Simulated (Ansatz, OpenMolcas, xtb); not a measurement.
**CH5BN2 (SMILES NC1BN1): the HOMO–LUMO gap, rung by rung**

CH5BN2 has 9 atoms, charge 0, and is taken as a singlet. SMILES: `NC1BN1`. The shape is that of a PBE0-D4/def2-TZVP optimisation. This is one conformer, not always the lowest.

```xyz
9

N     0.1429    1.1944   -0.6406
C    -0.3642   -0.0772   -0.2223
B     0.5912   -1.1941    0.3032
N    -0.1305   -0.4699    1.1715
H     0.7840    1.1174   -1.4170
H    -0.5899    1.8426   -0.8924
H    -1.3664   -0.3172   -0.5827
H     1.4142   -2.0390    0.1947
H    -0.3928   -0.1032    2.0683
```

Quantity: the HOMO–LUMO gap, in eV. The values are calculated.

```csv
level,kind,program,value (eV),CPU time
GFN1-xTB,semi-empirical,xtb,4.97,under 2 s
HF/cc-pVDZ,Hartree–Fock,OpenMolcas,14.32,12 s
SVWN5/cc-pVDZ,LDA,Ansatz,4.55,2.7 s
BLYP/cc-pVDZ,GGA,Ansatz,4.67,4 s
TPSS/cc-pVDZ,meta-GGA,OpenMolcas,4.98,68 s
r2SCAN/cc-pVDZ,meta-GGA,OpenMolcas,5.35,60 s
PBE0/cc-pVDZ,global hybrid,OpenMolcas,7.19,47 s
CAM-B3LYP/cc-pVDZ,range-separated hybrid,Ansatz,9.76,4.6 s
B2PLYP/cc-pVDZ,double hybrid,OpenMolcas,9.91,35 s
```

The values span 4.55 to 14.32 eV. Orbital gaps aren't excitation energies, and those of double hybrids come from the SCF part alone; they tend to grow with the share of exact exchange. CPU times are rough (shared hosts, several kinds of processor and program).

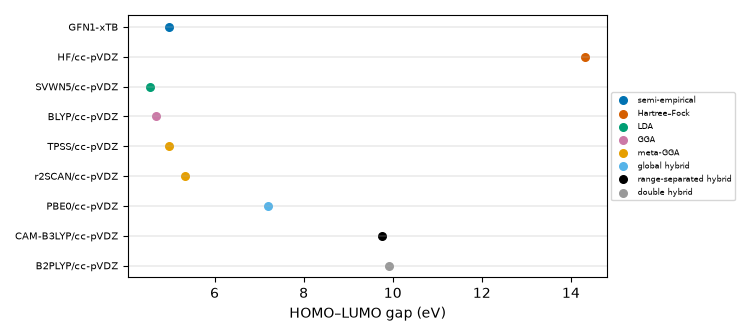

The values of the table, level by level.
